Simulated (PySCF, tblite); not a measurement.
# norflurane (C₂H₂F₄): a rotation path, then NMR shifts and spin-spin couplings on frames

How do NMR shifts and spin-spin couplings of norflurane (C₂H₂F₄) (`FCC(F)(F)F`) change as the atoms move?

Computed with tblite 0.8.0 and PySCF 2.14.0, with density-fitted response routines of our own, on a single molecule in the gas phase. Atoms are numbered from 0 throughout.

## (1) Starting geometry

8 atoms, charge 0, multiplicity 1; geometry from: GFN2-xTB.

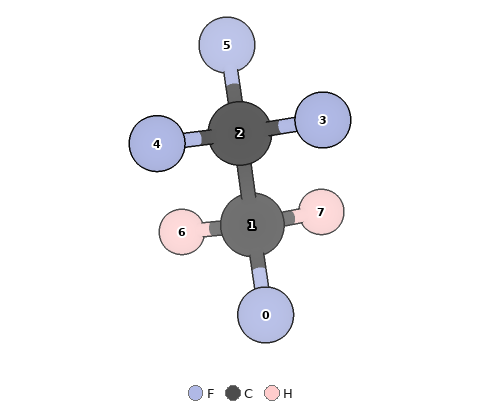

The starting geometry (fluorine light blue, carbon dark grey, hydrogen pink), atoms numbered; sticks join atoms by distance.

## (2) A band between two rotamers with GFN2-xTB

Job settings and geometry (Å):

```
{"job": {"kind": "neb", "xc": "GFN2-xTB", "basis": "xTB", "atoms": [0, 1, 2, 3], "turn": 120}, "charge": 0, "multiplicity": 1}
F      1.260688    -1.258495     0.012078
C      0.802673     0.019982     0.010256
C     -0.727633     0.031751    -0.014975
F     -1.264392    -0.567147     1.048058
F     -1.228410    -0.555179    -1.102007
F     -1.165252     1.300797    -0.014807
H      1.180779     0.522644    -0.886089
H      1.150603     0.515060     0.922921
```

Method: GFN2-xTB climbing-image nudged elastic band, gas phase.

The run is started by

```
> OMP_NUM_THREADS=1 python probes_run.py task.json out
```

One launch serves the whole session: the jobs run in the order shown.

What it wrote:

```text
image   E - E0 / eV
  0      -0.0000
  1       0.0069
  2       0.0260
  3       0.0471
  4       0.0576
  5       0.0512
  6       0.0313
  7       0.0101
  8       0.0000
```

It took 2.9 s on 1 thread of Intel Xeon at 2.50GHz, shared host; peak memory 0.18 GiB.

The final band, with the dihedral F0–C1–C2–F3:

```csv
image,dihedral (°),energy (eV),energy (kcal/mol)
0,61,0.000,0.0
1,74,0.007,0.2
2,89,0.026,0.6
3,104,0.047,1.1
4,119,0.058,1.3
5,134,0.051,1.2
6,149,0.031,0.7
7,164,0.010,0.2
8,180,0.000,0.0
```

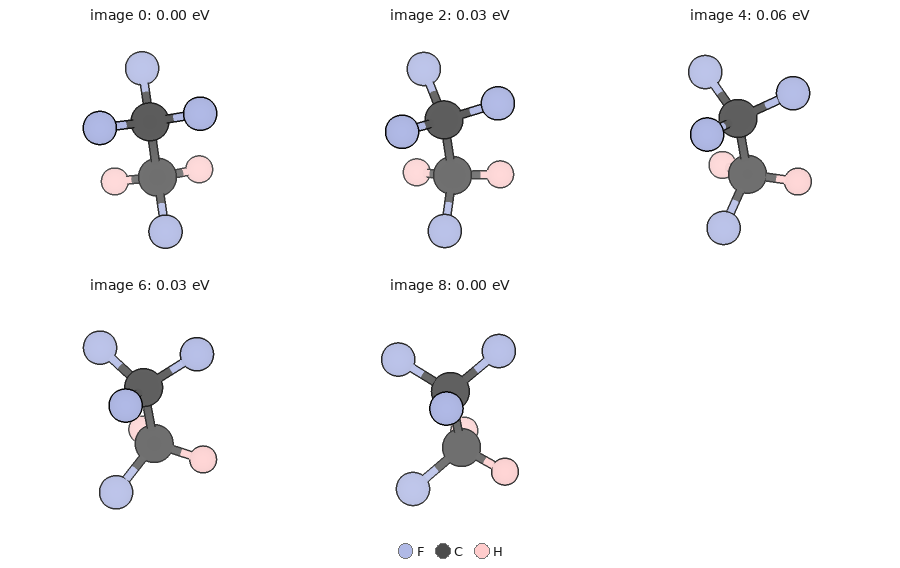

Images along the band.

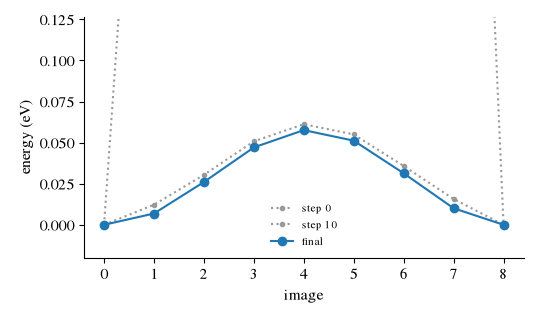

Energy along the band, early and final.

## (3) Shielding tensors: image 0, PBE0/pcSseg-1

Job settings and geometry (Å):

```
{"job": {"kind": "nmr", "xc": "PBE0", "basis": "pcSseg-1", "pop": false}, "charge": 0, "multiplicity": 1}
F      1.260700    -1.258500     0.012100
C      0.802700     0.020000     0.010300
C     -0.727600     0.031800    -0.015000
F     -1.264400    -0.567100     1.048100
F     -1.228400    -0.555200    -1.102000
F     -1.165300     1.300800    -0.014800
H      1.180800     0.522600    -0.886100
H      1.150600     0.515100     0.922900
```

With the program's defaults for keys left out, this is: GIAO PBE0/pcSseg-1 NMR shielding, non-relativistic, gas phase.

What it wrote:

```text
coarse grid: 7760 points
cycle   1  E = -476.0822963881  dE =  9.067e-01  |g| = 9.458e-01  |ddm| = 2.321e+00
cycle   2  E = -475.9152258340  dE =  1.671e-01  |g| = 1.444e+00  |ddm| = 1.081e+00
cycle   3  E = -476.2274794842  dE = -3.123e-01  |g| = 4.289e-02  |ddm| = 6.623e-01
cycle   4  E = -476.2276674251  dE = -1.879e-04  |g| = 2.793e-02  |ddm| = 3.444e-02
cycle   5  E = -476.2277959139  dE = -1.285e-04  |g| = 7.549e-03  |ddm| = 1.716e-02
cycle   6  E = -476.2278035985  dE = -7.685e-06  |g| = 1.880e-03  |ddm| = 4.097e-03
final grid: 79576 points
cycle   7  E = -476.2862583233  dE = -3.332e-05  |g| = 6.246e-03  |ddm| = 1.462e-02
cycle   8  E = -476.2862525359  dE =  5.787e-06  |g| = 8.962e-03  |ddm| = 7.801e-03
cycle   9  E = -476.2862655655  dE = -1.303e-05  |g| = 5.946e-04  |ddm| = 4.234e-03
cycle  10  E = -476.2862656258  dE = -6.037e-08  |g| = 1.449e-04  |ddm| = 4.920e-04
cycle  11  E = -476.2862656289  dE = -3.085e-09  |g| = 5.374e-05  |ddm| = 1.070e-04
cycle  12  E = -476.2862656293  dE = -3.795e-10  |g| = 1.353e-05  |ddm| = 3.242e-05
converged SCF energy = -476.2862656293

GIAO shielding tensors (ppm)
atom      isotropic    diamagn.    paramagn.     s11        s22        s33       span
  0 F      440.588     469.670     -29.083    415.670    426.671    479.421     63.751
  1 C      103.046     242.752    -139.706     80.436     84.003    144.697     64.261
  2 C       55.518     239.969    -184.451     51.056     53.317     62.182     11.126
  3 F      263.954     472.331    -208.377    181.014    266.037    344.811    163.798
  4 F      263.941     472.318    -208.376    181.018    266.008    344.798    163.780
  5 F      264.477     472.785    -208.308    179.961    268.692    344.777    164.816
  6 H       26.807      27.528      -0.721     23.157     27.124     30.140      6.982
  7 H       26.810      27.535      -0.725     23.159     27.131     30.140      6.982
```

Wall time 16 s (1 thread of Intel Xeon at 2.50GHz, shared host); peak memory 0.51 GiB.

Shifts follow as δ = σ(reference) − σ, with reference shieldings (ppm) from runs at the same level and on the same kind of geometry: ¹H TMS 31.72, ¹³C TMS 186.9, ¹⁹F CFCl3 170.9. The references are single molecules in the gas phase, so shifts against H2O, NH3, PH3, H3PO4 or CFCl3 are not on the usual liquid scales and can be off by tens of ppm. Each atom is listed at this fixed geometry, with no averaging over motion; a spectrum would average atoms that exchange fast.

```csv
atoms,environment,σ (ppm),δ (ppm)
C2,CF3 carbon,55.5,131.4
C1,sp3 CH2 bonded to F,103.0,83.9
H6,hydrogen on an sp3 CH2 bonded to F,26.81,4.91
H7,hydrogen on an sp3 CH2 bonded to F,26.81,4.91
F4,fluorine of a CF3 group,263.9,-93.0
F3,fluorine of a CF3 group,264.0,-93.0
F5,fluorine of a CF3 group,264.5,-93.5
F0,fluorine on an sp3 carbon,440.6,-269.6
```

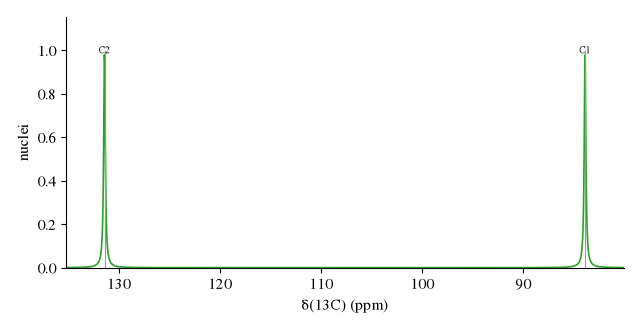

¹³C lines at the computed shifts, without couplings. Lines are broadened to a width of 0.19 ppm (Lorentzian).

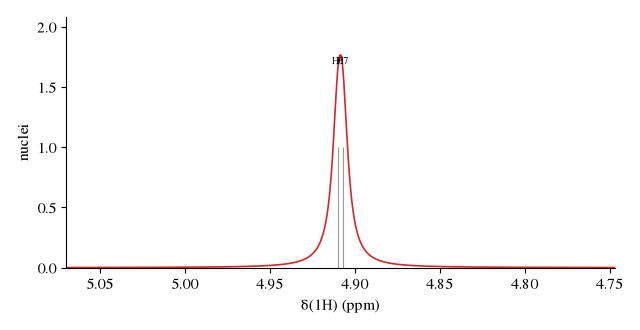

¹H lines at the computed shifts, without couplings. Lines are broadened to a width of 0.01 ppm (Lorentzian).

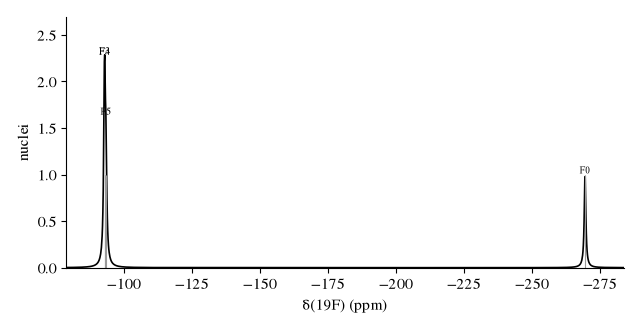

¹⁹F lines at the computed shifts, without couplings. Lines are broadened to a width of 0.71 ppm (Lorentzian).

## (4) J couplings: image 0, B3LYP/pcJ-1

Settings changed since step 3:

```diff
@@ -1,2 +1,2 @@
-{"job": {"kind": "nmr", "xc": "PBE0", "basis": "pcSseg-1", "pop": false}, "charge": 0, "multiplicity": 1}
+{"job": {"kind": "j", "xc": "B3LYP", "basis": "pcJ-1"}, "charge": 0, "multiplicity": 1}
 F      1.260700    -1.258500     0.012100
```

With the program's defaults for keys left out, this is: B3LYP/pcJ-1 indirect spin-spin coupling, non-relativistic, gas phase.

What it wrote:

```text
coarse grid: 7760 points
cycle   1  E = -476.5828954481  dE =  8.638e-01  |g| = 1.004e+00  |ddm| = 2.272e+00
cycle   2  E = -476.3473976317  dE =  2.355e-01  |g| = 1.648e+00  |ddm| = 1.176e+00
cycle   3  E = -476.7378911177  dE = -3.905e-01  |g| = 5.090e-02  |ddm| = 7.404e-01
cycle   4  E = -476.7380875449  dE = -1.964e-04  |g| = 3.862e-02  |ddm| = 4.300e-02
cycle   5  E = -476.7383363806  dE = -2.488e-04  |g| = 9.094e-03  |ddm| = 2.189e-02
cycle   6  E = -476.7383465092  dE = -1.013e-05  |g| = 2.597e-03  |ddm| = 4.997e-03
cycle   7  E = -476.7383476023  dE = -1.093e-06  |g| = 3.373e-04  |ddm| = 1.719e-03
final grid: 79576 points
cycle   8  E = -476.7907720326  dE = -1.765e-04  |g| = 6.495e-03  |ddm| = 1.191e-02
cycle   9  E = -476.7907650983  dE =  6.934e-06  |g| = 9.327e-03  |ddm| = 7.122e-03
cycle  10  E = -476.7907780852  dE = -1.299e-05  |g| = 5.661e-04  |ddm| = 4.221e-03
cycle  11  E = -476.7907781103  dE = -2.504e-08  |g| = 3.828e-04  |ddm| = 5.628e-04
cycle  12  E = -476.7907781361  dE = -2.586e-08  |g| = 3.731e-05  |ddm| = 2.494e-04
cycle  13  E = -476.7907781363  dE = -1.373e-10  |g| = 1.854e-05  |ddm| = 2.339e-05
converged SCF energy = -476.7907781363

Indirect spin-spin couplings (Hz)
  i      j    bonds     total        FC       PSO       DSO        SD
  0 F    1 C    1   -246.856  -291.922    23.565     0.823    20.678
  0 F    2 C    2     21.727    25.400    -4.916     0.300     0.943
  0 F    3 F    3    -18.056    -3.707   -13.293    -0.044    -1.013
  0 F    4 F    3    -18.044    -3.691   -13.267    -0.045    -1.040
  0 F    5 F    3    -31.480   -24.437   -22.203    -1.593    16.754
  0 F    6 H    2     52.078    46.097    10.492    -1.076    -3.435
  0 F    7 H    2     52.077    46.084    10.501    -1.078    -3.430
  1 C    2 C    1     72.648    72.195    -1.217     0.440     1.230
  1 C    3 F    2     31.981    32.053    -1.936     0.063     1.800
  1 C    4 F    2     32.044    32.114    -1.934     0.063     1.800
  1 C    5 F    2     51.511    54.893    -3.124     0.136    -0.394
  1 C    6 H    1    160.310   159.434    -0.553     1.201     0.228
  1 C    7 H    1    160.352   159.475    -0.553     1.201     0.229
  2 C    3 F    1   -355.753  -327.905   -37.732     1.429     8.456
  2 C    4 F    1   -355.831  -327.970   -37.742     1.429     8.452
  2 C    5 F    1   -338.697  -316.644   -33.460     1.406    10.001
  2 C    6 H    2     -1.840    -1.996    -0.266     0.356     0.066
  2 C    7 H    2     -1.838    -1.994    -0.267     0.356     0.066
  3 F    4 F    2     44.423    43.378   -46.021    -0.397    47.463
  3 F    5 F    2     85.298    47.039   -14.814    -0.417    53.490
  3 F    6 H    3     23.885    24.093     1.981    -2.177    -0.010
  3 F    7 H    3      1.226     0.508     0.960     0.075    -0.317
  4 F    5 F    2     85.032    46.644   -14.659    -0.419    53.466
  4 F    6 H    3      1.259     0.544     0.955     0.078    -0.319
  4 F    7 H    3     23.935    24.143     1.980    -2.177    -0.011
  5 F    6 H    3     -2.173    -2.218     0.557     0.119    -0.631
  5 F    7 H    3     -2.149    -2.191     0.551     0.124    -0.633
  6 H    7 H    2    -10.328   -10.745     2.091    -1.971     0.297
```

It took 57 s on 1 thread of Intel Xeon at 2.50GHz, shared host; peak memory 0.74 GiB.

A choice of the couplings up to four bonds, sorted by the number of bonds; isotopes 13C, 19F, 1H:

```csv
pair,bonds,J (Hz),Fermi contact (Hz),dihedral (°)
C2–F4,1,-355.8,-328.0,–
C2–F3,1,-355.8,-327.9,–
C2–F5,1,-338.7,-316.6,–
F0–C1,1,-246.9,-291.9,–
C1–H7,1,160.4,159.5,–
C1–H6,1,160.3,159.4,–
C1–C2,1,72.6,72.2,–
F3–F5,2,85.3,47.0,–
F4–F5,2,85.0,46.6,–
F0–H6,2,52.1,46.1,–
F0–H7,2,52.1,46.1,–
C1–F5,2,51.5,54.9,–
F3–F4,2,44.4,43.4,–
C1–F4,2,32.0,32.1,–
C1–F3,2,32.0,32.1,–
F0–C2,2,21.7,25.4,–
F0–F5,3,-31.5,-24.4,180
F4–H7,3,23.9,24.1,180
F3–H6,3,23.9,24.1,180
F0–F3,3,-18.1,-3.7,61
F0–F4,3,-18.0,-3.7,-61
F5–H6,3,-2.2,-2.2,-61
F5–H7,3,-2.1,-2.2,61
F4–H6,3,1.3,0.5,58
F3–H7,3,1.2,0.5,-58
```

## (5) NMR shieldings: image 2, PBE0/pcSseg-1

Job settings and geometry (Å):

```
{"job": {"kind": "nmr", "xc": "PBE0", "basis": "pcSseg-1", "pop": false}, "charge": 0, "multiplicity": 1}
F      1.275800    -1.212800    -0.302700
C      0.803600     0.016400     0.029200
C     -0.731300     0.032800    -0.015000
F     -1.280200    -0.320000     1.151900
F     -1.226500    -0.773100    -0.949600
F     -1.165200     1.274900    -0.283100
H      1.188500     0.738700    -0.698100
H      1.144400     0.252600     1.042900
```

With the program's defaults for keys left out, this is: GIAO PBE0/pcSseg-1 NMR shielding, non-relativistic, gas phase.

What it wrote:

```text
coarse grid: 7760 points
cycle   1  E = -476.0766789078  dE =  9.048e-01  |g| = 9.485e-01  |ddm| = 2.324e+00
cycle   2  E = -475.9063601964  dE =  1.703e-01  |g| = 1.453e+00  |ddm| = 1.098e+00
cycle   3  E = -476.2229598446  dE = -3.166e-01  |g| = 4.301e-02  |ddm| = 6.743e-01
cycle   4  E = -476.2231455891  dE = -1.857e-04  |g| = 2.849e-02  |ddm| = 3.473e-02
cycle   5  E = -476.2232797499  dE = -1.342e-04  |g| = 7.478e-03  |ddm| = 1.747e-02
cycle   6  E = -476.2232872707  dE = -7.521e-06  |g| = 1.850e-03  |ddm| = 4.054e-03
final grid: 79576 points
cycle   7  E = -476.2840715486  dE = -3.898e-05  |g| = 6.376e-03  |ddm| = 1.498e-02
cycle   8  E = -476.2840653513  dE =  6.197e-06  |g| = 9.201e-03  |ddm| = 7.969e-03
cycle   9  E = -476.2840790181  dE = -1.367e-05  |g| = 5.548e-04  |ddm| = 4.361e-03
cycle  10  E = -476.2840790710  dE = -5.290e-08  |g| = 1.595e-04  |ddm| = 4.928e-04
cycle  11  E = -476.2840790750  dE = -4.002e-09  |g| = 4.884e-05  |ddm| = 1.122e-04
cycle  12  E = -476.2840790753  dE = -3.067e-10  |g| = 1.512e-05  |ddm| = 3.127e-05
converged SCF energy = -476.2840790753

GIAO shielding tensors (ppm)
atom      isotropic    diamagn.    paramagn.     s11        s22        s33       span
  0 F      436.726     469.502     -32.776    400.594    422.028    487.555     86.961
  1 C      101.239     242.804    -141.565     78.767     83.829    141.123     62.356
  2 C       55.199     239.947    -184.747     50.417     54.067     61.114     10.697
  3 F      254.480     472.666    -218.186    176.931    242.403    344.107    167.177
  4 F      265.264     471.854    -206.590    182.918    277.228    335.647    152.728
  5 F      257.151     472.829    -215.677    175.377    251.147    344.929    169.552
  6 H       26.790      27.612      -0.821     22.743     27.503     30.124      7.381
  7 H       26.640      27.527      -0.887     23.321     26.920     29.679      6.358
```

Wall time 14 s (1 thread of Intel Xeon at 2.50GHz, shared host); peak memory 0.53 GiB.

This run: δ C2 131.7, C1 85.7, F3 -83.5, F5 -86.2, H7 5.08, H6 4.93 ppm.

## (6) Indirect couplings: image 2, B3LYP/pcJ-1

Settings changed since step 5:

```diff
@@ -1,2 +1,2 @@
-{"job": {"kind": "nmr", "xc": "PBE0", "basis": "pcSseg-1", "pop": false}, "charge": 0, "multiplicity": 1}
+{"job": {"kind": "j", "xc": "B3LYP", "basis": "pcJ-1"}, "charge": 0, "multiplicity": 1}
 F      1.275800    -1.212800    -0.302700
```

Method: B3LYP/pcJ-1 indirect spin-spin coupling, non-relativistic, gas phase.

What it wrote:

```text
coarse grid: 7760 points
cycle   1  E = -476.5769938771  dE =  8.621e-01  |g| = 1.006e+00  |ddm| = 2.277e+00
cycle   2  E = -476.3370540202  dE =  2.399e-01  |g| = 1.659e+00  |ddm| = 1.198e+00
cycle   3  E = -476.7331316895  dE = -3.961e-01  |g| = 5.130e-02  |ddm| = 7.558e-01
cycle   4  E = -476.7333241568  dE = -1.925e-04  |g| = 3.959e-02  |ddm| = 4.350e-02
cycle   5  E = -476.7335851402  dE = -2.610e-04  |g| = 9.008e-03  |ddm| = 2.236e-02
cycle   6  E = -476.7335950598  dE = -9.920e-06  |g| = 2.552e-03  |ddm| = 4.998e-03
final grid: 79576 points
cycle   7  E = -476.7886168504  dE = -1.781e-04  |g| = 6.970e-03  |ddm| = 1.257e-02
cycle   8  E = -476.7886078550  dE =  8.995e-06  |g| = 1.047e-02  |ddm| = 7.795e-03
cycle   9  E = -476.7886232392  dE = -1.538e-05  |g| = 3.109e-04  |ddm| = 4.863e-03
cycle  10  E = -476.7886232493  dE = -1.015e-08  |g| = 1.561e-04  |ddm| = 2.426e-04
cycle  11  E = -476.7886232527  dE = -3.340e-09  |g| = 4.521e-05  |ddm| = 9.438e-05
cycle  12  E = -476.7886232529  dE = -2.599e-10  |g| = 5.850e-06  |ddm| = 1.987e-05
converged SCF energy = -476.7886232529

Indirect spin-spin couplings (Hz)
  i      j    bonds     total        FC       PSO       DSO        SD
  0 F    1 C    1   -247.779  -292.075    22.898     0.821    20.578
  0 F    2 C    2     21.210    24.440    -4.618     0.287     1.102
  0 F    3 F    3    -15.244     1.565   -12.515    -0.563    -3.731
  0 F    4 F    3    -13.471     2.113   -18.624     0.340     2.700
  0 F    5 F    3    -27.537   -17.957   -20.716    -1.485    12.621
  0 F    6 H    2     53.112    47.617    10.091    -1.059    -3.537
  0 F    7 H    2     51.408    45.538    10.455    -1.064    -3.520
  1 C    2 C    1     72.475    71.926    -1.137     0.438     1.248
  1 C    3 F    2     38.653    38.228    -1.474     0.079     1.821
  1 C    4 F    2     27.754    28.500    -2.421     0.047     1.628
  1 C    5 F    2     51.211    53.891    -2.731     0.129    -0.078
  1 C    6 H    1    160.202   159.328    -0.555     1.199     0.229
  1 C    7 H    1    160.060   159.199    -0.565     1.193     0.233
  2 C    3 F    1   -352.481  -326.162   -36.559     1.414     8.826
  2 C    4 F    1   -358.755  -328.369   -39.832     1.435     8.012
  2 C    5 F    1   -340.758  -317.820   -34.147     1.403     9.806
  2 C    6 H    2     -1.679    -1.830    -0.267     0.353     0.065
  2 C    7 H    2     -1.601    -1.770    -0.247     0.344     0.071
  3 F    4 F    2     50.121    44.249   -42.064    -0.396    48.333
  3 F    5 F    2     69.786    50.385   -31.349    -0.409    51.159
  3 F    6 H    3     26.237    26.396     1.923    -1.983    -0.099
  3 F    7 H    3      6.420     6.387     0.108     0.615    -0.690
  4 F    5 F    2     85.920    44.816   -12.168    -0.415    53.687
  4 F    6 H    3     -1.425    -2.323     1.580    -0.674    -0.008
  4 F    7 H    3     14.559    14.571     2.006    -2.069     0.051
  5 F    6 H    3      3.687     4.130    -0.197     0.693    -0.938
  5 F    7 H    3      0.414     0.145     1.141    -0.618    -0.255
  6 H    7 H    2    -10.625   -11.046     2.078    -1.961     0.304
```

It took 55 s on 1 thread of Intel Xeon at 2.50GHz, shared host; peak memory 0.75 GiB.

This run: J(C2,F3) -350.7 Hz, J(F0,C1) -247.8 Hz, J(C1,H6) 160.1 Hz (means over like pairs).

## (7) Nuclear shieldings: image 4, PBE0/pcSseg-1

Job settings and geometry (Å):

```
{"job": {"kind": "nmr", "xc": "PBE0", "basis": "pcSseg-1", "pop": false}, "charge": 0, "multiplicity": 1}
F      1.288000    -1.072100    -0.616900
C      0.805800     0.009600     0.047100
C     -0.733200     0.036600    -0.018200
F     -1.279600    -0.032200     1.203600
F     -1.235200    -0.962800    -0.733800
F     -1.172400     1.180200    -0.563400
H      1.204600     0.909000    -0.433600
H      1.130900    -0.058800     1.090600
```

Method: GIAO PBE0/pcSseg-1 NMR shielding, non-relativistic, gas phase.

What it wrote:

```text
coarse grid: 7760 points
cycle   1  E = -476.0734020847  dE =  9.072e-01  |g| = 9.520e-01  |ddm| = 2.328e+00
cycle   2  E = -475.8995650142  dE =  1.738e-01  |g| = 1.464e+00  |ddm| = 1.120e+00
cycle   3  E = -476.2209941182  dE = -3.214e-01  |g| = 4.318e-02  |ddm| = 6.885e-01
cycle   4  E = -476.2211767226  dE = -1.826e-04  |g| = 2.926e-02  |ddm| = 3.515e-02
cycle   5  E = -476.2213185735  dE = -1.419e-04  |g| = 7.371e-03  |ddm| = 1.791e-02
cycle   6  E = -476.2213258473  dE = -7.274e-06  |g| = 1.799e-03  |ddm| = 3.997e-03
final grid: 79576 points
cycle   7  E = -476.2813036206  dE = -3.554e-05  |g| = 6.487e-03  |ddm| = 1.490e-02
cycle   8  E = -476.2812970778  dE =  6.543e-06  |g| = 9.404e-03  |ddm| = 8.282e-03
cycle   9  E = -476.2813112967  dE = -1.422e-05  |g| = 5.632e-04  |ddm| = 4.559e-03
cycle  10  E = -476.2813113512  dE = -5.453e-08  |g| = 1.464e-04  |ddm| = 4.864e-04
cycle  11  E = -476.2813113546  dE = -3.364e-09  |g| = 4.328e-05  |ddm| = 1.039e-04
cycle  12  E = -476.2813113548  dE = -2.432e-10  |g| = 1.441e-05  |ddm| = 2.829e-05
converged SCF energy = -476.2813113548

GIAO shielding tensors (ppm)
atom      isotropic    diamagn.    paramagn.     s11        s22        s33       span
  0 F      432.019     469.322     -37.303    387.751    408.921    499.385    111.634
  1 C       99.077     242.884    -143.808     77.734     83.052    136.445     58.711
  2 C       55.056     239.830    -184.774     49.468     56.843     58.857      9.388
  3 F      247.731     472.844    -225.113    178.455    222.690    342.047    163.591
  4 F      261.851     471.580    -209.729    181.745    278.715    325.094    143.348
  5 F      247.147     472.878    -225.730    177.171    222.217    342.055    164.884
  6 H       26.625      27.613      -0.988     22.877     27.323     29.675      6.799
  7 H       26.602      27.587      -0.984     22.943     27.234     29.630      6.687
```

Wall time 13 s (1 thread of Intel Xeon at 2.50GHz, shared host); peak memory 0.53 GiB.

In short: δ C2 131.9, C1 87.8, F5 -76.2, F3 -76.8, H7 5.11, H6 5.09 ppm.

(Part 1 of 2 ends here.)
